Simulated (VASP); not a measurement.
Band structure of Bi2Se3 (relaxed from the layer:Bi2Te3 structure). Level of theory: PBE GGA, VASP's PBE PAW potentials (set 64) (plane waves; VASP).

The cell holds a wide vacuum, so values per volume refer to the whole cell. Unless said otherwise, spin-orbit coupling is left out, though it shifts the bands of the heavy elements here.

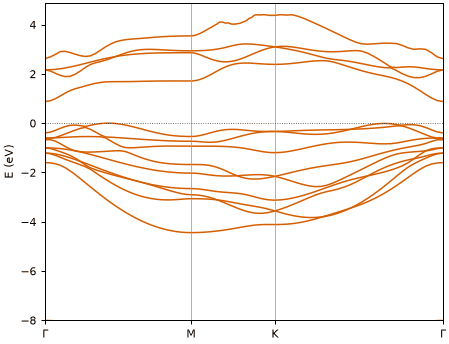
Figure: Bands along high-symmetry lines, zero at the valence-band maximum or, without a gap, the Fermi level

Problem. Read the plot: is there a gap, and where are the band edges?

Solution. The gap is indirect, 0.88 eV, from the valence maximum at Γ-M at 0.45 to the conduction minimum at Γ. (Edges off the drawn lines would not show.)

The cell is a sheet with vacuum, built from a generated structure.
